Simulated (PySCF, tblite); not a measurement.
# C₅H₁₃OPSi₂: geometry, infrared bands and NMR shifts

What infrared bands and NMR shifts should C₅H₁₃OPSi₂ (`CC(=O)[C@@H]1C[Si@H](C)P[SiH2]1`) show?

The runs use tblite 0.8.0 and PySCF 2.14.0, with density-fitted response routines of our own; the level of theory stands in each step. All values are computed, except where a source is named. Atoms are numbered from 0 throughout.

## (1) The starting structure

22 atoms, charge 0, multiplicity 1; geometry from: force field or distance geometry start.

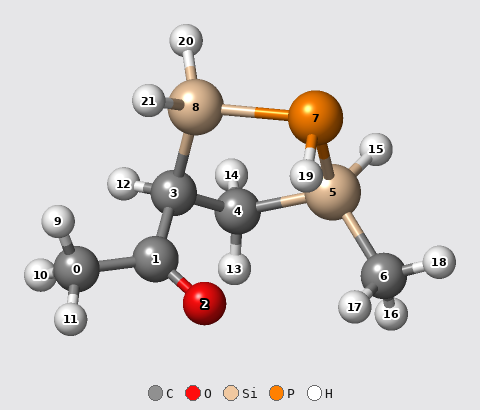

As it starts; carbon grey, oxygen red, silicon light orange, phosphorus orange, hydrogen white, atoms numbered.

## (2) Geometry optimisation with GFN2-xTB

The job: settings as JSON, then the geometry in Å.

```
{"job": {"kind": "relax", "xc": "GFN2-xTB", "basis": "xTB"}, "charge": 0, "multiplicity": 1}
C     -2.917200    -0.824600     0.237100
C     -1.425100    -0.708000     0.200000
O     -0.720200    -1.335800     1.021600
C     -0.806300     0.211000    -0.853900
C      0.563100    -0.320400    -1.330400
Si     2.013400     0.270400    -0.289200
C      2.692200    -1.003600     0.849900
P      1.259200     2.024100     0.897900
Si    -0.650000     1.980800    -0.253800
H     -3.373600     0.150200     0.463900
H     -3.287300    -1.191700    -0.728200
H     -3.230500    -1.533200     1.016800
H     -1.493400     0.174100    -1.694500
H      0.572300    -1.413800    -1.405100
H      0.735600     0.062500    -2.354000
H      3.073600     0.779000    -1.181200
H      3.034400    -1.883600     0.303400
H      1.942600    -1.349800     1.577500
H      3.546100    -0.620800     1.425600
H      0.788900     1.269000     2.002100
H     -0.522800     2.894500    -1.418300
H     -1.805600     2.388900     0.592200
```

On the command line:

```console
OMP_NUM_THREADS=1 python probes_run.py task.json out
```

The driver reads the jobs from task.json and runs them one after another.

Output:

```text
step      E/eV     max force
  0    -744.43395    2.825
  1    -744.55960    3.226
  2    -744.63339    0.411
  3    -744.64534    0.283
  4    -744.66667    0.253
  5    -744.67491    0.233
  6    -744.68421    0.169
  7    -744.68820    0.177
  8    -744.69244    0.205
  9    -744.69623    0.179
 10    -744.69985    0.123
 11    -744.70276    0.122
 12    -744.70573    0.144
 13    -744.70892    0.138
 14    -744.71183    0.134
 15    -744.71412    0.094
 16    -744.71622    0.119
 17    -744.71874    0.131
 18    -744.72194    0.153
 19    -744.72515    0.147
 20    -744.72762    0.086
 21    -744.72948    0.085
 22    -744.73148    0.118
 23    -744.73402    0.128
 24    -744.73671    0.120
 25    -744.73894    0.092
 26    -744.74066    0.082
 27    -744.74219    0.120
 28    -744.74379    0.144
 29    -744.74571    0.151
 30    -744.74798    0.143
 31    -744.75029    0.124
 32    -744.75211    0.096
 33    -744.75336    0.073
 34    -744.75432    0.062
 35    -744.75528    0.087
 36    -744.75644    0.092
 37    -744.75783    0.088
 38    -744.75951    0.093
 39    -744.76163    0.105
 40    -744.76441    0.177
 41    -744.76766    0.193
 42    -744.77056    0.144
 43    -744.77265    0.115
 44    -744.77417    0.087
 45    -744.77555    0.105
 46    -744.77697    0.107
 47    -744.77830    0.132
 48    -744.77937    0.113
 49    -744.78029    0.066
 50    -744.78105    0.059
 51    -744.78166    0.062
 52    -744.78200    0.056
 53    -744.78243    0.048
 54    -744.78284    0.048
 55    -744.78335    0.063
 56    -744.78386    0.075
 57    -744.78432    0.057
 58    -744.78465    0.036
 59    -744.78486    0.029
 60    -744.78502    0.035
 61    -744.78517    0.034
 62    -744.78529    0.025
 63    -744.78540    0.028
 64    -744.78552    0.026
 65    -744.78566    0.027
 66    -744.78582    0.027
 67    -744.78599    0.028
 68    -744.78616    0.027
 69    -744.78634    0.033
 70    -744.78652    0.033
 71    -744.78667    0.024
 72    -744.78676    0.020
 73    -744.78682    0.016
 74    -744.78688    0.022
 75    -744.78698    0.024
 76    -744.78710    0.024
 77    -744.78726    0.030
 78    -744.78742    0.028
 79    -744.78757    0.027
 80    -744.78772    0.027
 81    -744.78785    0.026
 82    -744.78798    0.023
 83    -744.78808    0.026
 84    -744.78817    0.024
 85    -744.78826    0.023
 86    -744.78836    0.021
 87    -744.78844    0.024
 88    -744.78852    0.022
 89    -744.78859    0.021
 90    -744.78865    0.021
 91    -744.78871    0.014
 92    -744.78875    0.017
 93    -744.78881    0.020
 94    -744.78888    0.028
 95    -744.78898    0.029
 96    -744.78906    0.022
 97    -744.78911    0.014
 98    -744.78915    0.021
 99    -744.78919    0.025
100    -744.78924    0.021
101    -744.78930    0.014
102    -744.78934    0.014
103    -744.78938    0.015
104    -744.78943    0.019
105    -744.78948    0.019
106    -744.78953    0.014
107    -744.78956    0.008
```

Wall time 4.2 s (1 thread of Intel Xeon at 2.50GHz, shared host).

Relaxation path: (not every step is listed)

```
step  energy from step 0 (eV)  largest force (eV/Å)
   0                   0.0000                2.8246
   1                  -0.1257                3.2260
   2                  -0.1994                0.4106
   3                  -0.2114                0.2831
   4                  -0.2327                0.2528
   5                  -0.2410                0.2330
   6                  -0.2503                0.1687
   7                  -0.2543                0.1773
   8                  -0.2585                0.2047
  17                  -0.2848                0.1314
  26                  -0.3067                0.0821
  35                  -0.3213                0.0869
  44                  -0.3402                0.0869
  53                  -0.3485                0.0476
  62                  -0.3513                0.0248
  71                  -0.3527                0.0236
  80                  -0.3538                0.0273
  89                  -0.3546                0.0214
  98                  -0.3552                0.0207
 102                  -0.3554                0.0145
 103                  -0.3554                0.0151
 104                  -0.3555                0.0187
 105                  -0.3555                0.0191
 106                  -0.3556                0.0136
 107                  -0.3556                0.0078
```

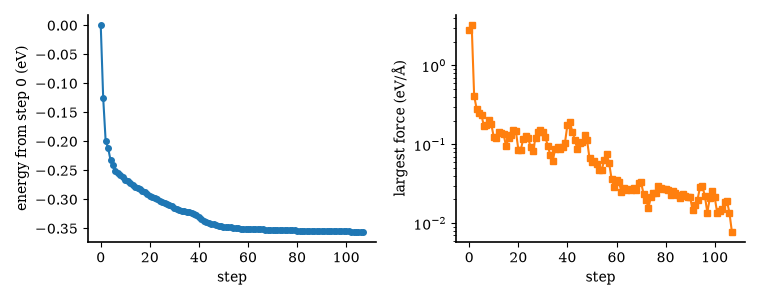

Energy and largest force along the relaxation.

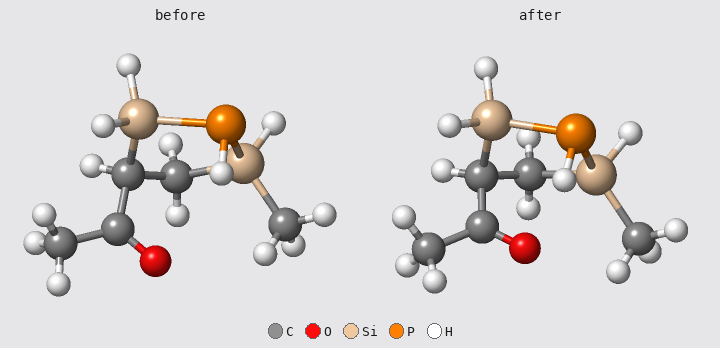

Before and after, at one scale.

Close pairs (by a distance rule), those that changed most:

```
   bond  before (Å)  after (Å)  change (Å)
 C3–Si8       1.875      1.947      +0.072
 Si5–C6       1.839      1.897      +0.059
  C1–C3       1.529      1.476      -0.053
 C4–Si5       1.881      1.924      +0.043
 P7–H19       1.418      1.380      -0.038
  C1–O2       1.251      1.217      -0.035
Si8–H21       1.489      1.466      -0.024
 Si5–P7       2.248      2.271      +0.023
```

The next job starts from the end point, and lists it.

## (3) Vibrational analysis with GFN2-xTB

The job: settings as JSON, then the geometry in Å.

```
{"job": {"kind": "ir", "xc": "GFN2-xTB", "basis": "xTB"}, "charge": 0, "multiplicity": 1}
C     -2.683404    -0.812438     0.424892
C     -1.217995    -0.566042     0.185568
O     -0.362700    -0.948915     0.961553
C     -0.850361     0.214570    -1.011843
C      0.533515    -0.197210    -1.491631
Si     1.850284     0.173721    -0.139043
C      2.590431    -1.239918     0.887733
P      1.056296     1.976206     0.991175
Si    -0.713119     2.038542    -0.344868
H     -3.248516     0.107538     0.295974
H     -3.043413    -1.534919    -0.306566
H     -2.842319    -1.211674     1.423774
H     -1.611357     0.139874    -1.788976
H      0.530864    -1.255644    -1.756832
H      0.788328     0.360104    -2.392924
H      2.980513     0.776891    -0.891764
H      3.037031    -1.977185     0.229353
H      1.853509    -1.734031     1.508457
H      3.374230    -0.848592     1.527486
H      0.428295     1.271114     1.996987
H     -0.479278     2.879534    -1.519703
H     -1.981245     2.407860     0.290442
```

Output:

```text
mode    cm-1     km/mol
  1      65.5      2.21
  2      75.9     11.57
  3      88.7      1.62
  4      92.6      1.49
  5     102.1      2.82
  6     137.0      3.18
  7     163.7      1.68
  8     194.5      7.03
  9     223.6      6.73
 10     272.1      0.60
 11     308.4      4.96
 12     404.3     17.62
 13     426.6     57.13
 14     446.2     16.25
 15     492.4     19.91
 16     520.8      7.21
 17     561.9      4.26
 18     594.9     58.39
 19     606.2     56.01
 20     624.5     96.08
 21     652.6     69.33
 22     686.3     85.74
 23     705.8    121.12
 24     713.2     60.74
 25     727.0     68.69
 26     760.4     13.82
 27     772.2    242.45
 28     809.8    123.42
 29     831.7    189.52
 30     858.3    119.54
 31     902.6      4.63
 32     978.0     32.28
 33     989.9     14.71
 34    1050.1     31.91
 35    1077.4     22.27
 36    1157.0     22.56
 37    1168.2     66.09
 38    1223.7     93.98
 39    1312.3     71.32
 40    1355.9     13.84
 41    1370.6     43.51
 42    1453.6      9.18
 43    1461.3      8.11
 44    1471.2      0.62
 45    1475.6      0.68
 46    1478.1      1.09
 47    1696.4    220.11
 48    2078.1    293.51
 49    2233.0    295.02
 50    2256.5    190.34
 51    2345.3    184.00
 52    2960.8     33.22
 53    2970.1     35.97
 54    2990.7     27.93
 55    3014.3      7.36
 56    3034.2      7.62
 57    3047.7     11.35
 58    3048.8      7.94
 59    3050.7     32.36
 60    3077.5     12.76
```

It took 4.5 s on 1 thread of Intel Xeon at 2.50GHz, shared host.

The strongest bands and the atoms that carry them (share of the mass-weighted mode):

```
cm⁻¹  km/mol                                 atoms
 772   242.4                    H21 48 %, H20 44 %
 810   123.4  Si5 25 %, C4 15 %, H14 14 %, C6 14 %
 832   189.5           H16 33 %, H18 30 %, C6 15 %
1696   220.1                      C1 62 %, O2 35 %
2078   293.5                              H15 97 %
2233   295.0                              H21 96 %
2256   190.3                              H20 95 %
2345   184.0                              H19 95 %
```

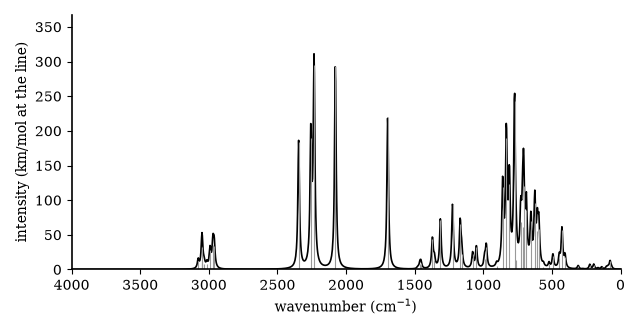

The infrared spectrum from these modes, unscaled. Lines are broadened to a width of 14 cm⁻¹ (Lorentzian).

## (4) Shielding tensors: PBE0/pcSseg-1

Settings changed since step 3:

```diff
@@ -1,2 +1,2 @@
-{"job": {"kind": "ir", "xc": "GFN2-xTB", "basis": "xTB"}, "charge": 0, "multiplicity": 1}
+{"job": {"kind": "nmr", "xc": "PBE0", "basis": "pcSseg-1"}, "charge": 0, "multiplicity": 1}
 C     -2.683404    -0.812438     0.424892
```

With the program's defaults for keys left out, this is: GIAO PBE0/pcSseg-1 NMR shielding, non-relativistic, gas phase.

Output:

```text
coarse grid: 19448 points
cycle   1  E = -1192.9860531348  dE =  1.023e+00  |g| = 8.390e-01  |ddm| = 4.278e+00
cycle   2  E = -1192.6086342172  dE =  3.774e-01  |g| = 1.611e+00  |ddm| = 2.541e+00
cycle   3  E = -1193.1233217514  dE = -5.147e-01  |g| = 2.359e-01  |ddm| = 2.020e+00
cycle   4  E = -1193.1353775316  dE = -1.206e-02  |g| = 5.892e-02  |ddm| = 2.534e-01
cycle   5  E = -1193.1361160988  dE = -7.386e-04  |g| = 1.828e-02  |ddm| = 7.553e-02
cycle   6  E = -1193.1362046827  dE = -8.858e-05  |g| = 5.017e-03  |ddm| = 3.000e-02
cycle   7  E = -1193.1362105950  dE = -5.912e-06  |g| = 1.168e-03  |ddm| = 6.393e-03
final grid: 172864 points
cycle   8  E = -1193.1996794044  dE = -3.026e-05  |g| = 1.235e-02  |ddm| = 3.361e-02
cycle   9  E = -1193.1996127543  dE =  6.665e-05  |g| = 2.221e-02  |ddm| = 2.791e-02
cycle  10  E = -1193.1997098724  dE = -9.712e-05  |g| = 2.953e-03  |ddm| = 1.968e-02
cycle  11  E = -1193.1997117320  dE = -1.860e-06  |g| = 2.493e-04  |ddm| = 2.972e-03
cycle  12  E = -1193.1997117467  dE = -1.473e-08  |g| = 1.056e-04  |ddm| = 5.284e-04
cycle  13  E = -1193.1997117496  dE = -2.874e-09  |g| = 3.077e-05  |ddm| = 1.614e-04
cycle  14  E = -1193.1997117498  dE = -2.096e-10  |g| = 7.169e-06  |ddm| = 3.477e-05
converged SCF energy = -1193.1997117498

GIAO shielding tensors (ppm)
atom      isotropic    diamagn.    paramagn.     s11        s22        s33       span
  0 C      155.478     252.568     -97.091    133.129    140.414    192.890     59.761
  1 C      -30.290     253.465    -283.754   -111.549    -83.297    103.977    215.527
  2 O     -284.931     407.146    -692.077   -816.799   -370.737    332.743   1149.542
  3 C      138.937     260.233    -121.296    107.102    142.024    167.685     60.584
  4 C      169.857     252.880     -83.024    157.504    169.455    182.611     25.107
  5 Si     356.367     879.098    -522.730    275.935    391.453    401.714    125.779
  6 C      187.125     252.559     -65.434    180.809    185.787    194.780     13.971
  7 P      654.022     969.651    -315.629    584.236    670.478    707.353    123.118
  8 Si     366.787     882.119    -515.332    264.003    404.542    431.816    167.813
  9 H       29.292      30.764      -1.472     25.448     30.033     32.395      6.947
 10 H       29.570      29.594      -0.024     26.144     28.090     34.476      8.332
 11 H       29.856      29.612       0.244     25.868     27.917     35.782      9.915
 12 H       28.506      35.136      -6.631     24.217     27.971     33.329      9.112
 13 H       30.877      32.860      -1.983     25.615     28.780     38.235     12.620
 14 H       31.198      32.647      -1.449     26.090     28.185     39.318     13.228
 15 H       26.801      29.634      -2.833     23.633     23.998     32.772      9.140
 16 H       31.269      29.249       2.020     26.461     28.306     39.041     12.580
 17 H       30.268      32.228      -1.961     24.459     29.522     36.823     12.364
 18 H       31.271      28.454       2.817     26.225     28.744     38.843     12.618
 19 H       31.621      32.617      -0.996     26.439     28.105     40.318     13.879
 20 H       27.551      30.567      -3.016     23.381     24.988     34.282     10.901
 21 H       27.144      30.548      -3.404     22.569     25.580     33.283     10.714
```

Run time: 2.8 min. Hardware: 1 thread of Intel Xeon at 2.50GHz, shared host; peak memory 1 GiB.

The references, computed at this level on geometries of the same kind, shield at (ppm): 1H TMS 31.72, 13C TMS 186.9, 29Si TMS 349.2, 17O H2O 336.1, 31P H3PO4 318.4. Their shielding less the atom's gives the shift. The references are single molecules in the gas phase, so shifts against H2O, NH3, PH3, H3PO4 or CFCl3 are not on the usual liquid scales and can be off by tens of ppm. Atoms listed in one row are averaged.

```
        atoms                                                    environment  σ (ppm)  δ (ppm)  δ scaled to CDCl3
           C1                                         ketone carbonyl carbon    -30.3    217.2              210.1
           C3                           sp3 CH bonded to Si, α to a carbonyl    138.9     48.0               44.9
           C0                                  methyl carbon α to a carbonyl    155.5     31.4               28.8
           C4                                           sp3 CH2 bonded to Si    169.9     17.1               14.7
           C6                                     methyl carbon bonded to Si    187.1     -0.2               -2.1
          H15   hydrogen on a silicon bonded to 2 C, P, in a 5-membered ring    26.80     4.92                  –
          H21     hydrogen on a silicon bonded to C, P, in a 5-membered ring    27.14     4.57                  –
          H20     hydrogen on a silicon bonded to C, P, in a 5-membered ring    27.55     4.17                  –
          H12            hydrogen on an sp3 CH bonded to Si, α to a carbonyl    28.51     3.21               3.13
 H9, H10, H11                    hydrogen on a methyl carbon α to a carbonyl    29.57     2.14               2.13
          H13                            hydrogen on an sp3 CH2 bonded to Si    30.88     0.84               0.90
H16, H17, H18                       hydrogen on a methyl carbon bonded to Si    30.94     0.78               0.84
          H14                            hydrogen on an sp3 CH2 bonded to Si    31.20     0.52               0.59
          H19  hydrogen on a phosphorus bonded to 2 Si, in a 5-membered ring    31.62     0.10                  –
           O2                                                  ketone oxygen   -284.9    621.0                  –
          Si5              silicon bonded to 2 C, P, H, in a 5-membered ring    356.4     -7.2                  –
          Si8              silicon bonded to C, P, 2 H, in a 5-membered ring    366.8    -17.6                  –
           P7             phosphorus bonded to 2 Si, H, in a 5-membered ring    654.0   -335.6                  –
```

The scaled column applies a straight-line fit of computed shieldings to shifts measured in CDCl3 (root-mean-square error 0.16 ppm for H, 1.9 ppm for C).

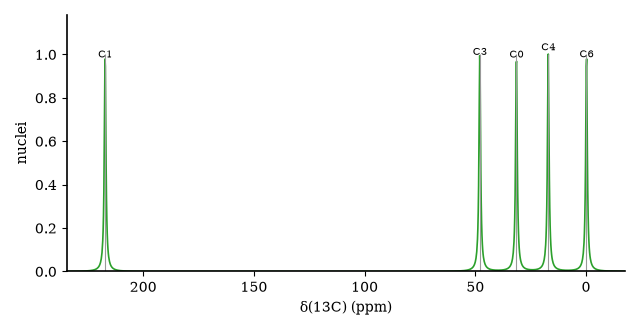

13C lines at the computed shifts, without couplings. Lines are broadened to a width of 0.87 ppm (Lorentzian).

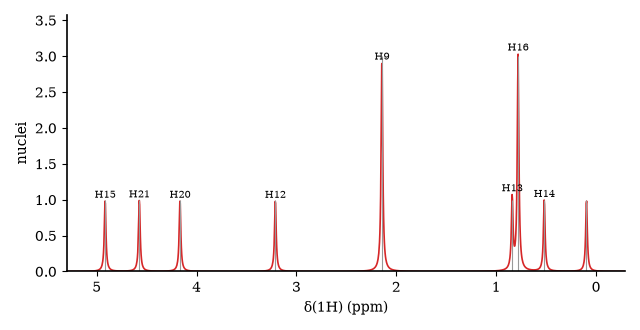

1H lines at the computed shifts, without couplings. Lines are broadened to a width of 0.02 ppm (Lorentzian).

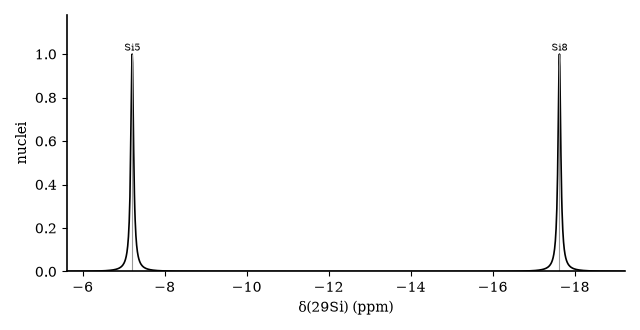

29Si lines at the computed shifts, without couplings. Lines are broadened to a width of 0.08 ppm (Lorentzian).

The run also stored atomic charges by several schemes (e):

```
atoms  Mulliken    IAO  Hirshfeld  ESP fit
   C0     -0.22  -0.47      -0.12    -0.61
   C1      0.20   0.39       0.16     0.73
   O2     -0.40  -0.44      -0.19    -0.58
   C3     -0.58  -0.40      -0.12    -0.19
   C4     -0.42  -0.53      -0.16    -0.47
  Si5      0.59   0.75       0.31     0.89
   C6     -0.59  -0.70      -0.21    -0.72
   P7     -0.33  -0.24      -0.09    -0.53
  Si8      0.47   0.57       0.28     0.44
```

IAO charges:

C0 -0.47; C1 0.39; O2 -0.44; C3 -0.40; C4 -0.53; Si5 0.75; C6 -0.70; P7 -0.24; Si8 0.57; H9 0.16; H10 0.17; H11 0.17; H12 0.15; H13 0.15; H14 0.15; H15 -0.15; H16 0.16; H17 0.17; H18 0.16; H19 0.01; H20 -0.10; H21 -0.11

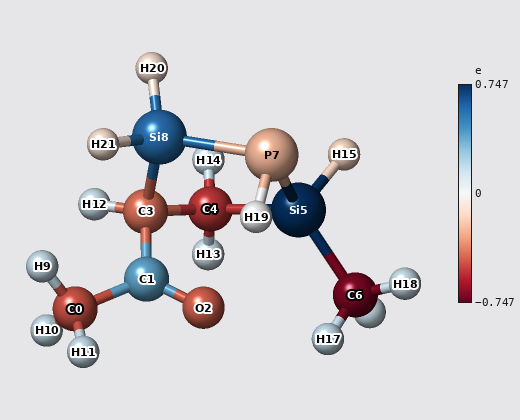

IAO charges, as colours on the atoms.

Mayer bond orders: C0–C1 1.03, C1–O2 1.88, C1–C3 0.95, C3–C4 1.03, C4–Si5 0.85, Si5–C6 0.97, Si5–P7 0.93, P7–Si8 1.00, Si8–C3 0.79.

Ring of atoms C3, C4, Si5, P7, Si8: NICS(0) -6.6, NICS(1) -5.1, NICS(1)zz -5.2 ppm (means of both faces).

## (5) Results

```
                                                              quantity                                                     value
                             strongest single infrared mode (GFN2-xTB)                                     2233 cm⁻¹, 295 km/mol
                                          zero-point energy (GFN2-xTB)                                            102.4 kcal/mol
                                13C shifts against TMS (PBE0/pcSseg-1)                         217.2, 48.0, 31.4, 17.1, -0.2 ppm
1H shifts against TMS (PBE0/pcSseg-1, means over atoms taken as alike)  4.92, 4.57, 4.17, 3.21, 2.14, 0.84, 0.78, 0.52, 0.10 ppm
                                17O shifts against H2O (PBE0/pcSseg-1)                                                 621.0 ppm
                               29Si shifts against TMS (PBE0/pcSseg-1)                                           -7.2, -17.6 ppm
                              31P shifts against H3PO4 (PBE0/pcSseg-1)                                                -335.6 ppm
```

What this shows: Over 107 steps the energy fell by 0.356 eV; of the close pairs, C3–Si8 changed most, 1.875 to 1.947 Å. No mode is imaginary among the 60: a minimum at this level. The strongest single mode, at 2233 cm⁻¹, moves mainly H21. GFN2-xTB is a fitted tight-binding method: band positions and strengths are rough. Its intensities can rank the bands wrongly. The most deshielded carbon is C1 (ketone carbonyl carbon), at 217.2 ppm: low-lying n→π* states of the double bond to the heteroatom give a large paramagnetic term (-284 ppm). At PBE0/pcSseg-1: The largest span, 1150 ppm, is at O2, where the paramagnetic term is -692 ppm.
